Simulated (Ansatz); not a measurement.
# Which site? a vacancy of Ge in amorphous Ge (83 atoms)

Aim: make a vacancy of Ge at several sites of amorphous Ge (83 atoms), relax each, and compare their energies.

Main program and level: Ansatz 0.2.0; Kohn-Sham DFT, PBE, PAW (set soft_1), plane waves.

### Step 1. The starting structure

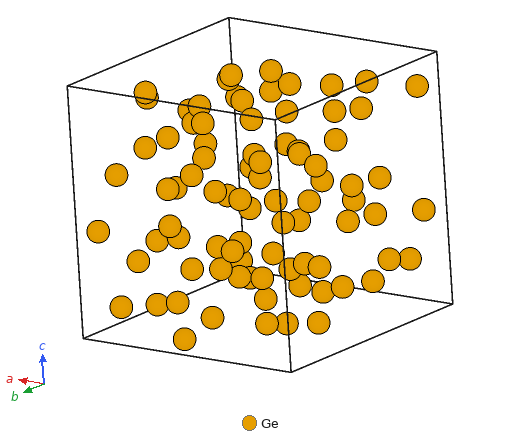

The cell as given, from a free direction (germanium orange). Some periodic images of atoms are drawn too.

The cell holds 83 atoms: 83 Ge. Cell: a = 12.343 Å, b = 12.343 Å, c = 12.343 Å, α = 90.0°, β = 90.0°, γ = 90.0°. 83 atoms (83 Ge) placed at random at 5.32 g/cm³, melted at 3500 K for 10 ps at fixed volume with the Tersoff potential (Tersoff, Phys. Rev. B 39, 5566 (1989)). Quenched from 3500 K to 300 K at 20 K/ps and fixed volume, annealed at 1000 K for 20 ps, held 5 ps.

Limits known from the start: The quench rate of 20 K/ps is orders of magnitude faster than experiment, which tends to freeze in extra defects. The network of bonds at the start is that of the classical potential that made the cell, and needn't be the one that DFT or experiment would give. Only the Γ point is sampled, in a cell whose shortest periodic width is 12 Å.

### Step 2. Single point at the start

The forces at the start show how far the geometry lies from a minimum of this functional.

The input, input.yaml:

```yaml
crystal:
  lattice:
    - [12.3432, 0.0, 0.0]
    - [0.0, 12.3432, 0.0]
    - [0.0, 0.0, 12.3432]
  atoms:
    - { symbol: Ge, position: [0.46952, 0.85535, 0.88402] }
    - { symbol: Ge, position: [0.59599, 0.50985, 0.96466] }
    - { symbol: Ge, position: [0.52304, 0.87575, 0.67657] }
    - { symbol: Ge, position: [0.91468, 0.86375, 0.09886] }
    - { symbol: Ge, position: [0.58712, 0.4116, 0.62377] }
    - { symbol: Ge, position: [0.73432, 0.88299, 0.75938] }
    - { symbol: Ge, position: [0.37902, 0.9828, 0.16138] }
    - { symbol: Ge, position: [0.27005, 0.05695, 0.47964] }
    - { symbol: Ge, position: [0.10166, 0.66274, 0.31224] }
    - { symbol: Ge, position: [0.36465, 0.32444, 0.08691] }
    - { symbol: Ge, position: [0.67516, 0.106, 0.57115] }
    - { symbol: Ge, position: [0.06702, 0.73243, 0.115] }
    - { symbol: Ge, position: [0.88918, 0.66134, 0.87671] }
    - { symbol: Ge, position: [0.92789, 0.50302, 0.6708] }
    - { symbol: Ge, position: [0.25408, 0.2483, 0.50239] }
    - { symbol: Ge, position: [0.55345, 0.2795, 0.13968] }
    - { symbol: Ge, position: [0.26871, 0.1389, 0.09164] }
    - { symbol: Ge, position: [0.8246, 0.18741, 0.04383] }
    - { symbol: Ge, position: [0.17753, 0.88611, 0.77778] }
    - { symbol: Ge, position: [0.40942, 0.49884, 0.00292] }
    - { symbol: Ge, position: [0.51437, 0.23325, 0.59938] }
    - { symbol: Ge, position: [0.82919, 0.13402, 0.46764] }
    - { symbol: Ge, position: [0.39733, 0.74887, 0.56358] }
    - { symbol: Ge, position: [0.74196, 0.26593, 0.35142] }
    - { symbol: Ge, position: [0.74674, 0.08842, 0.76766] }
    - { symbol: Ge, position: [0.40041, 0.81026, 0.37495] }
    - { symbol: Ge, position: [0.43454, 0.01781, 0.35846] }
    - { symbol: Ge, position: [0.27817, 0.58312, 0.88271] }
    - { symbol: Ge, position: [0.84664, 0.5073, 0.16208] }
    - { symbol: Ge, position: [0.38151, 0.65156, 0.14519] }
    - { symbol: Ge, position: [0.58437, 0.53172, 0.30858] }
    - { symbol: Ge, position: [0.32842, 0.98169, 0.66684] }
    - { symbol: Ge, position: [0.11234, 0.99881, 0.3576] }
    - { symbol: Ge, position: [0.85526, 0.5635, 0.49782] }
    - { symbol: Ge, position: [0.81538, 0.25476, 0.85022] }
    - { symbol: Ge, position: [0.12503, 0.32278, 0.84589] }
    - { symbol: Ge, position: [0.8295, 0.84979, 0.28769] }
    - { symbol: Ge, position: [0.66321, 0.80462, 0.39271] }
    - { symbol: Ge, position: [0.20261, 0.77618, 0.59228] }
    - { symbol: Ge, position: [0.06144, 0.52362, 0.46062] }
    - { symbol: Ge, position: [0.9613, 0.32168, 0.72524] }
    - { symbol: Ge, position: [0.65983, 0.45646, 0.14271] }
    - { symbol: Ge, position: [0.67, 0.826, 0.13962] }
    - { symbol: Ge, position: [0.60247, 0.70418, 0.893] }
    - { symbol: Ge, position: [0.89719, 0.6442, 0.30523] }
    - { symbol: Ge, position: [0.70196, 0.44647, 0.45644] }
    - { symbol: Ge, position: [0.05812, 0.29292, 0.24834] }
    - { symbol: Ge, position: [0.62199, 0.14141, 0.02804] }
    - { symbol: Ge, position: [0.93922, 0.05647, 0.70933] }
    - { symbol: Ge, position: [0.92193, 0.96551, 0.42456] }
    - { symbol: Ge, position: [0.53798, 0.71659, 0.26029] }
    - { symbol: Ge, position: [0.56462, 0.1929, 0.30775] }
    - { symbol: Ge, position: [0.86748, 0.31881, 0.1964] }
    - { symbol: Ge, position: [0.00587, 0.76515, 0.75418] }
    - { symbol: Ge, position: [0.97538, 0.04879, 0.0533] }
    - { symbol: Ge, position: [0.26176, 0.55194, 0.27409] }
    - { symbol: Ge, position: [0.76266, 0.54887, 0.76338] }
    - { symbol: Ge, position: [0.97235, 0.57397, 0.02273] }
    - { symbol: Ge, position: [0.26431, 0.31553, 0.69985] }
    - { symbol: Ge, position: [0.41073, 0.4805, 0.39726] }
    - { symbol: Ge, position: [0.43048, 0.29231, 0.42844] }
    - { symbol: Ge, position: [0.57284, 0.1889, 0.84553] }
    - { symbol: Ge, position: [0.61653, 0.6788, 0.67961] }
    - { symbol: Ge, position: [0.13759, 0.47605, 0.97678] }
    - { symbol: Ge, position: [0.22775, 0.15184, 0.89155] }
    - { symbol: Ge, position: [0.44813, 0.55768, 0.59195] }
    - { symbol: Ge, position: [0.25614, 0.80921, 0.10713] }
    - { symbol: Ge, position: [0.58067, 0.95425, 0.48822] }
    - { symbol: Ge, position: [0.28394, 0.79088, 0.90715] }
    - { symbol: Ge, position: [0.07534, 0.03843, 0.86348] }
    - { symbol: Ge, position: [0.2028, 0.8115, 0.39271] }
    - { symbol: Ge, position: [0.97689, 0.21786, 0.56298] }
    - { symbol: Ge, position: [0.085, 0.32764, 0.4331] }
    - { symbol: Ge, position: [0.54363, 0.95511, 0.04636] }
    - { symbol: Ge, position: [0.19594, 0.41445, 0.15358] }
    - { symbol: Ge, position: [0.28252, 0.51712, 0.69642] }
    - { symbol: Ge, position: [0.75813, 0.73311, 0.55141] }
    - { symbol: Ge, position: [0.38539, 0.16129, 0.75585] }
    - { symbol: Ge, position: [0.10698, 0.60761, 0.63936] }
    - { symbol: Ge, position: [0.65258, 0.38231, 0.82132] }
    - { symbol: Ge, position: [0.09847, 0.118, 0.19736] }
    - { symbol: Ge, position: [0.77756, 0.80706, 0.95183] }
    - { symbol: Ge, position: [0.89175, 0.87152, 0.62722] }
kpoints:
  mp_grid: { grid: [1, 1, 1] }
hamiltonian:
  xc: pbe
  pseudopotentials: { kind: paw, azcp: { folder: soft_1 } }
scf:
  occupations: { method: fermi_dirac, width: 0.05 }
output:
  forces: true
```

The run is started by

```bash
$ ansatz run input.yaml --threads 8 --pin off --max-ram 15872MiB --backend cpu --events-out ev --progress --plain --runs-dir out
```

Numbers of over 12 decimals in the logs are rounded to 6 here.

Log:

```text
Engine: ansatz 0.2.0, aarch64-unknown-linux-gnu
Pseudopotentials: kind: paw
Pseudopotential: Ge, paw, valence charge 14, recommended cutoff 420 eV (normal), soft_1/Ge.paw.azcp
[... 5 lines on functional and potentials left out ...]
Crystal: 83 atoms, lattice volume = 1880.543 Å³
Basis set: ecut = 420 eV, 36785 PW (Γ), exchange–correlation on 180×180×180 points (8 copies of the dense FFT grid, shifted against one another)
Bands: 664, of which v1, the nominal top of the filled ones, is band 581 counted from 1 (580 counted from 0)
Symmetry: 1 space group operations
Space group: P1 (ITA 1), of the structure as read, at distance tolerance 1.2e-4 Å
k-points: 1
[... 3 lines on functional and potentials left out ...]
Initial density: superposition of atomic densities (chi_scale 0.1, normalization cell)
Initial wavefunctions: pseudopotential atomic-orbital guess
Functional: x = pbe(κ = 0.804, μ = 0.219515), c = pbe(β = 0.066725)
SCF iter   1: F=—  HF=-356463.335965 eV  |F-HF|=—  |Δ(HF+E_count)|=         —  Δρ=2.99e-2  dr2=1.70e1  ethr=3.10e-3  ⟨swp⟩=6.0  Hψ=2369  notcnv=0
preconditioner: auto → LDOS  [metal: Δε(μ)=0.029 eV  Ē_g=21.322 eV  σ=0.050 eV  W_gap=0.14  n_scr=484 (ndim 8)  ℏωp=29.2 eV  f_vac=0.030  D(μ)=31.52/eV (n_scr^D=170)  β→1.0]
SCF iter   2: F=—  HF=-356461.833036 eV  |F-HF|=—  |Δ(HF+E_count)|=    1.50e0  Δρ=7.26e-3  dr2=2.02e0  ethr=1.46e-3  ⟨swp⟩=2.0  Hψ=933  notcnv=0  defer=56
SCF iter   3: F=—  HF=-356461.690917 eV  |F-HF|=—  |Δ(HF+E_count)|=   1.42e-1  Δρ=3.92e-3  dr2=6.94e-1  ethr=1.74e-4  ⟨swp⟩=4.0  Hψ=1238  notcnv=0  defer=56
SCF iter   4: F=—  HF=-356461.485783 eV  |F-HF|=—  |Δ(HF+E_count)|=   2.05e-1  Δρ=1.48e-3  dr2=1.09e-1  ethr=5.98e-5  ⟨swp⟩=2.0  Hψ=1214  notcnv=0  defer=56
SCF iter   5: F=—  HF=-356461.466109 eV  |F-HF|=—  |Δ(HF+E_count)|=   1.97e-2  Δρ=4.87e-4  dr2=7.72e-3  ethr=9.36e-6  ⟨swp⟩=2.0  Hψ=774  notcnv=0  defer=56
SCF iter   6: F=—  HF=-356461.463885 eV  |F-HF|=—  |Δ(HF+E_count)|=   2.22e-3  Δρ=1.08e-4  dr2=6.65e-4  ethr=6.64e-7  ⟨swp⟩=2.0  Hψ=1190  notcnv=0  defer=56
SCF iter   7: F=—  HF=-356461.464006 eV  |F-HF|=—  |Δ(HF+E_count)|=   1.21e-4  Δρ=4.19e-5  dr2=1.06e-4  ethr=5.72e-8  ⟨swp⟩=2.0  Hψ=1191  notcnv=0  defer=56
SCF iter   8: F=—  HF=-356461.464007 eV  |F-HF|=—  |Δ(HF+E_count)|=   9.65e-7  Δρ=1.71e-5  dr2=1.78e-5  ethr=9.10e-9  ⟨swp⟩=2.0  Hψ=1190  notcnv=0  defer=56
SCF iter   9: F=—  HF=-356461.465431 eV  |F-HF|=—  |Δ(HF+E_count)|=   1.42e-3  Δρ=7.44e-6  dr2=3.35e-6  ethr=1.53e-9  ⟨swp⟩=2.0  Hψ=1246  notcnv=0  defer=56
SCF iter  10: F=—  HF=-356461.465430 eV  |F-HF|=—  |Δ(HF+E_count)|=   3.94e-7  Δρ=3.17e-6  dr2=5.17e-7  ethr=2.88e-10  ⟨swp⟩=2.0  Hψ=1190  notcnv=0  defer=56
SCF iter  11: F=—  HF=-356461.465430 eV  |F-HF|=—  |Δ(HF+E_count)|=   3.10e-8  Δρ=1.49e-6  dr2=1.10e-7  ethr=8.61e-12  ⟨swp⟩=4.0  Hψ=1943  notcnv=0
SCF iter  12: F=-356461.465430 eV  HF=-356461.465430 eV  |F-HF|=1.90e-8  |Δ(HF+E_count)|=   6.17e-9  Δρ=7.14e-7  dr2=2.63e-8  ethr=8.61e-12  ⟨swp⟩=3.0  Hψ=1834  notcnv=0
SCF 1 converged in 12 iterations: F = -356461.465430 eV  dr2 = 2.63e-8
  greatest PAW one-centre occupation: 0.998 electrons in one spin orbital (limit 2), on the Ge atom at site 62 (counted from 0), in its partial waves of l = 2
SCF converged after 12 iterations
Free energy (F): -356461.465430 eV
Harris-Foulkes:  -356461.465430 eV  (|F-HF|=1.90e-8)
Internal energy: -356461.184295 eV  (E = F + TS)
E sigma→0 (E₀):  -356461.324862 eV
Entropy (-TS):   -0.281136 eV (-3.387 meV/atom)
Fermi energy:    8.340924 eV
--- Per-component energies (eV) ---
  E_band       = -12471.317848
  E_kinetic    = 7688.795595
  E_local      = -189472.289791  (includes V_loc(G=0)·N_el)
  E_nonlocal   = 17967.108933
  E_hartree    = 90359.393869
  E_xc         = -5959.121490
  E_vxc        = -5413.100040  (∫ρ·V_xc dr)
  E_paw        = -166976.279446  (= ΣΔE_a)
  E_vpaw       = -23960.623312  (= ΣTr[D̂ρ^β])
  E_aug_tail   = 0.001272  (compensation charges beyond the density's cutoff)
  E_ewald      = -110068.793236
  E_smearing   = -0.281136  (= −TS)
  E_closure    = 0.000000  (closes the sum)
  Σ components = -356461.465430   (vs F -356461.465430, Δ=0.00e0)
--- Forces (eV/Å), atoms counted from 1 ---
  atom   1  Ge     0.29202430     0.43602833    -0.25705494
  atom   2  Ge     0.63138142     0.49366136    -0.27335592
  atom   3  Ge    -0.62349384     0.18925817     0.02323358
  atom   4  Ge    -0.08827151     0.24534739     0.14311935
  atom   5  Ge     0.44024169     0.33966200     0.13511197
  atom   6  Ge    -0.37592230     0.04880004     0.70638290
  atom   7  Ge    -0.40735469    -0.15004577    -0.52413435
  atom   8  Ge    -0.16215288    -0.67696858    -0.18883475
  atom   9  Ge    -0.10103602     0.29598980    -0.22287145
  atom  10  Ge    -0.27989742    -0.80494955     0.11512752
  atom  11  Ge    -0.72636897     0.53027586     1.10641732
  atom  12  Ge     0.05851164    -0.02582488     0.20414492
  atom  13  Ge    -0.74352413     0.00576330    -0.40553085
  atom  14  Ge     0.75352983     0.30349369     0.01156027
[...]
atom  82  Ge    -0.15345822     0.35096570     0.10316722
  atom  83  Ge     0.21053621    -0.06436871    -0.89655257
  max |Σ_I F_I| component: 2.25e-5 eV/Å
```

Elapsed: 27 s, on 8 threads of Arm Neoverse V2, shared host; peak memory 3.2 GiB.

The r.m.s. force at the start is 0.48 eV/Å.

### Step 3. Relaxation

The atoms are relaxed in the fixed cell, aiming at the force tolerance of the input.

The input, input.yaml:

```yaml
crystal:
  lattice:
    - [12.3432, 0.0, 0.0]
    - [0.0, 12.3432, 0.0]
    - [0.0, 0.0, 12.3432]
  atoms:
    [... the 83 atom lines of step 2 ...]
kpoints:
  mp_grid: { grid: [1, 1, 1] }
hamiltonian:
  xc: pbe
  pseudopotentials: { kind: paw, azcp: { folder: soft_1 } }
scf:
  occupations: { method: fermi_dirac, width: 0.05 }
output:
  forces: true
relax:
  f_tol: 0.05
  max_steps: 120
```

Log:

```text
[...]
Crystal: 83 atoms, lattice volume = 1880.543 Å³
Basis set: ecut = 420 eV, 36785 PW (Γ), exchange–correlation on 180×180×180 points (8 copies of the dense FFT grid, shifted against one another)
Bands: 698, of which v1, the nominal top of the filled ones, is band 581 counted from 1 (580 counted from 0)
Symmetry: 1 space group operations
[...]
k-points: 1
[...]
SCF iter   1: F=—  HF=-356463.334333 eV  |F-HF|=—  |Δ(HF+E_count)|=         —  Δρ=2.99e-2  dr2=1.70e1  ethr=3.10e-3  ⟨swp⟩=6.0  Hψ=2502  notcnv=0
[...]
SCF iter   7: F=—  HF=-356461.465433 eV  |F-HF|=—  |Δ(HF+E_count)|=   6.50e-5  Δρ=4.20e-5  dr2=1.05e-4  ethr=5.80e-8  ⟨swp⟩=2.0  Hψ=1190  notcnv=0  defer=90
SCF iter   8: F=-356461.465418 eV  HF=-356461.465430 eV  |F-HF|=1.16e-5  |Δ(HF+E_count)|=   2.99e-6  Δρ=1.72e-5  dr2=1.79e-5  ethr=5.38e-9  ⟨swp⟩=2.0  Hψ=1904  notcnv=0
SCF 1 converged in 8 iterations: F = -356461.465418 eV  dr2 = 1.79e-5
[...]
relax step   1: F+E_penalty+E_count = -356461.46541829 eV  Δ(F+E_penalty+E_count) = +0.000e0 eV  max|allowed force component| = 1.262e0 eV/Å  Δτ_max = 0.0000 Å  (8 SCF iters, dr2 threshold 6.25e-5 eV, accepted)
[...]
relax step   2: F+E_penalty+E_count = -356464.30856185 eV  Δ(F+E_penalty+E_count) = -2.843e0 eV  max|allowed force component| = 5.635e-1 eV/Å  Δτ_max = 0.1948 Å  (6 SCF iters, dr2 threshold 9.96e-5 eV, accepted)
[...]
relax step   3: F+E_penalty+E_count = -356465.07153149 eV  Δ(F+E_penalty+E_count) = -7.630e-1 eV  max|allowed force component| = 3.371e-1 eV/Å  Δτ_max = 0.1941 Å  (6 SCF iters, dr2 threshold 1.98e-5 eV, accepted)
relax step   4: F+E_penalty+E_count = -356465.33990238 eV  Δ(F+E_penalty+E_count) = -2.684e-1 eV  max|allowed force component| = 2.259e-1 eV/Å  Δτ_max = 0.2000 Å  (6 SCF iters, dr2 threshold 2.27e-5 eV, accepted)
relax step   5: F+E_penalty+E_count = -356465.51232470 eV  Δ(F+E_penalty+E_count) = -1.724e-1 eV  max|allowed force component| = 1.138e-1 eV/Å  Δτ_max = 0.1949 Å  (6 SCF iters, dr2 threshold 1.83e-5 eV, accepted)
relax step   6: F+E_penalty+E_count = -356465.63516158 eV  Δ(F+E_penalty+E_count) = -1.228e-1 eV  max|allowed force component| = 1.845e-1 eV/Å  Δτ_max = 0.1956 Å  (7 SCF iters, dr2 threshold 3.28e-6 eV, accepted)
relax step   7: F+E_penalty+E_count = -356465.72404417 eV  Δ(F+E_penalty+E_count) = -8.888e-2 eV  max|allowed force component| = 2.972e-1 eV/Å  Δτ_max = 0.1570 Å  (6 SCF iters, dr2 threshold 8.63e-6 eV, accepted)
relax step   8: F+E_penalty+E_count = -356465.81299438 eV  Δ(F+E_penalty+E_count) = -8.895e-2 eV  max|allowed force component| = 1.613e-1 eV/Å  Δτ_max = 0.1471 Å  (5 SCF iters, dr2 threshold 8.83e-5 eV, accepted)
relax step   9: F+E_penalty+E_count = -356465.87210854 eV  Δ(F+E_penalty+E_count) = -5.911e-2 eV  max|allowed force component| = 1.551e-1 eV/Å  Δτ_max = 0.1494 Å  (6 SCF iters, dr2 threshold 7.66e-6 eV, accepted)
relax step  10: F+E_penalty+E_count = -356465.90716852 eV  Δ(F+E_penalty+E_count) = -3.506e-2 eV  max|allowed force component| = 1.046e-1 eV/Å  Δτ_max = 0.0562 Å  (5 SCF iters, dr2 threshold 7.08e-6 eV, accepted)
relax step  11: F+E_penalty+E_count = -356465.92906829 eV  Δ(F+E_penalty+E_count) = -2.190e-2 eV  max|allowed force component| = 7.112e-2 eV/Å  Δτ_max = 0.0668 Å  (6 SCF iters, dr2 threshold 4.97e-6 eV, accepted)
relax step  12: F+E_penalty+E_count = -356465.94740439 eV  Δ(F+E_penalty+E_count) = -1.834e-2 eV  max|allowed force component| = 8.334e-2 eV/Å  Δτ_max = 0.0833 Å  (7 SCF iters, accepted)
relax step  13: F+E_penalty+E_count = -356465.95905065 eV  Δ(F+E_penalty+E_count) = -1.165e-2 eV  max|allowed force component| = 6.585e-2 eV/Å  Δτ_max = 0.0673 Å  (6 SCF iters, dr2 threshold 3.21e-6 eV, accepted)
relax step  14: F+E_penalty+E_count = -356465.96863066 eV  Δ(F+E_penalty+E_count) = -9.580e-3 eV  max|allowed force component| = 6.614e-2 eV/Å  Δτ_max = 0.0508 Å  (6 SCF iters, dr2 threshold 2.71e-6 eV, accepted)
relax step  15: F+E_penalty+E_count = -356465.97828254 eV  Δ(F+E_penalty+E_count) = -9.652e-3 eV  max|allowed force component| = 6.397e-2 eV/Å  Δτ_max = 0.0722 Å  (6 SCF iters, dr2 threshold 2.73e-6 eV, accepted)
relax step  16: F+E_penalty+E_count = -356465.98751693 eV  Δ(F+E_penalty+E_count) = -9.234e-3 eV  max|allowed force component| = 8.425e-2 eV/Å  Δτ_max = 0.1274 Å  (6 SCF iters, dr2 threshold 3.83e-6 eV, accepted)
relax step  17: F+E_penalty+E_count = -356466.00150217 eV  Δ(F+E_penalty+E_count) = -1.399e-2 eV  max|allowed force component| = 6.224e-2 eV/Å  Δτ_max = 0.0396 Å  (5 SCF iters, dr2 threshold 6.64e-6 eV, accepted)
relax step  18: F+E_penalty+E_count = -356466.02617780 eV  Δ(F+E_penalty+E_count) = -2.468e-2 eV  max|allowed force component| = 6.666e-2 eV/Å  Δτ_max = 0.1165 Å  (8 SCF iters, accepted)
relax step  19: F+E_penalty+E_count = -356466.04821599 eV  Δ(F+E_penalty+E_count) = -2.204e-2 eV  max|allowed force component| = 2.032e-1 eV/Å  Δτ_max = 0.1969 Å  (11 SCF iters, accepted)
relax step  20: F+E_penalty+E_count = -356466.08839223 eV  Δ(F+E_penalty+E_count) = -4.018e-2 eV  max|allowed force component| = 1.529e-1 eV/Å  Δτ_max = 0.1204 Å  (6 SCF iters, dr2 threshold 4.13e-5 eV, accepted)
relax step  21: F+E_penalty+E_count = -356466.15903490 eV  Δ(F+E_penalty+E_count) = -7.064e-2 eV  max|allowed force component| = 1.379e-1 eV/Å  Δτ_max = 0.1938 Å  (6 SCF iters, dr2 threshold 1.32e-5 eV, accepted)
relax step  22: F+E_penalty+E_count = -356466.23046892 eV  Δ(F+E_penalty+E_count) = -7.143e-2 eV  max|allowed force component| = 1.046e-1 eV/Å  Δτ_max = 0.1949 Å  (6 SCF iters, dr2 threshold 1.08e-5 eV, accepted)
relax step  23: F+E_penalty+E_count = -356466.29359094 eV  Δ(F+E_penalty+E_count) = -6.312e-2 eV  max|allowed force component| = 6.254e-2 eV/Å  Δτ_max = 0.1952 Å  (6 SCF iters, dr2 threshold 6.31e-6 eV, accepted)
relax step  24: F+E_penalty+E_count = -356466.30193220 eV  Δ(F+E_penalty+E_count) = -8.341e-3 eV  max|allowed force component| = 2.548e-1 eV/Å  Δτ_max = 0.1755 Å  (8 SCF iters, accepted)
relax step  25: F+E_penalty+E_count = -356466.34595125 eV  Δ(F+E_penalty+E_count) = -4.402e-2 eV  max|allowed force component| = 7.760e-2 eV/Å  Δτ_max = 0.0808 Å  (5 SCF iters, dr2 threshold 2.32e-5 eV, accepted)
relax step  26: F+E_penalty+E_count = -356466.36159383 eV  Δ(F+E_penalty+E_count) = -1.564e-2 eV  max|allowed force component| = 7.753e-2 eV/Å  Δτ_max = 0.0786 Å  (7 SCF iters, accepted)
relax step  27: F+E_penalty+E_count = -356466.38396928 eV  Δ(F+E_penalty+E_count) = -2.238e-2 eV  max|allowed force component| = 9.606e-2 eV/Å  Δτ_max = 0.0912 Å  (7 SCF iters, accepted)
relax step  28: F+E_penalty+E_count = -356466.40608149 eV  Δ(F+E_penalty+E_count) = -2.211e-2 eV  max|allowed force component| = 1.562e-1 eV/Å  Δτ_max = 0.1951 Å  (6 SCF iters, dr2 threshold 9.21e-6 eV, accepted)
relax step  29: F+E_penalty+E_count = -356466.42906098 eV  Δ(F+E_penalty+E_count) = -2.298e-2 eV  max|allowed force component| = 1.508e-1 eV/Å  Δτ_max = 0.0452 Å  (5 SCF iters, dr2 threshold 2.44e-5 eV, accepted)
relax step  30: F+E_penalty+E_count = -356466.46525280 eV  Δ(F+E_penalty+E_count) = -3.619e-2 eV  max|allowed force component| = 1.361e-1 eV/Å  Δτ_max = 0.1965 Å  (6 SCF iters, dr2 threshold 2.12e-5 eV, accepted)
relax step  31: F+E_penalty+E_count = -356466.47346618 eV  Δ(F+E_penalty+E_count) = -8.213e-3 eV  max|allowed force component| = 1.165e-1 eV/Å  Δτ_max = 0.0564 Å  (5 SCF iters, dr2 threshold 1.51e-5 eV, accepted)
relax step  32: F+E_penalty+E_count = -356466.48470293 eV  Δ(F+E_penalty+E_count) = -1.124e-2 eV  max|allowed force component| = 3.533e-2 eV/Å  Δτ_max = 0.0622 Å  (5 SCF iters, dr2 threshold 9.94e-6 eV, accepted)
[...]
relax step  33: F+E_penalty+E_count = -356466.48470705 eV  Δ(F+E_penalty+E_count) = -4.122e-6 eV  max|allowed force component| = 3.532e-2 eV/Å  Δτ_max = 0.0000 Å  (4 SCF iters, accepted)
SCF converged after 4 iterations
Free energy (F): -356466.484707 eV
[...]
Internal energy: -356466.411920 eV  (E = F + TS)
E sigma→0 (E₀):  -356466.448314 eV
Entropy (-TS):   -0.072787 eV (-0.877 meV/atom)
Fermi energy:    8.235718 eV
[...]
Σ components = -356466.484707   (vs F -356466.484707, Δ=0.00e0)
--- Forces (eV/Å), atoms counted from 1 ---
  atom   1  Ge     0.00382918    -0.00240852    -0.00285394
  atom   2  Ge     0.00413094    -0.00183800    -0.00102543
  atom   3  Ge     0.00784517    -0.00632235     0.00293953
  atom   4  Ge    -0.00528530     0.00419125    -0.01086579
[...]
atom  83  Ge     0.00248974    -0.00425551    -0.01212456
  max |Σ_I F_I| component: 1.79e-5 eV/Å
--- Relaxed structure (33 steps of the walk, 33 accepted, 0 SCFs on fresh bases) ---
  F+E_penalty+E_count = -356466.48470705 eV   max|allowed force component| = 3.532e-2 eV/Å
  atoms:
    - { symbol: Ge, position: [0.494639, 0.864589, 0.877359] }
    - { symbol: Ge, position: [0.594942, 0.516354, 0.949717] }
    - { symbol: Ge, position: [0.466529, 0.910926, 0.677605] }
    - { symbol: Ge, position: [0.913609, 0.866770, 0.095804] }
[...]
- { symbol: Ge, position: [0.895458, 0.855834, 0.595864] }
```

The job ended after 8.6 min (8 threads; peak memory 3.2 GiB).

The relaxation converged after 33 steps, 5.02 eV below its start, with a largest force component of 0.035 eV/Å.

(Part 1 of 4 ends here.)

[Logs are printed without paths, hosts, clocks, repeated set-up lines and the standing remarks that a program may print on its own settings, such as how far it seeks lower states.]

[Hosts, paths, dates, database ids (printed as entryN), source tags and the programs' standing remarks are cut or masked in the printed files.]
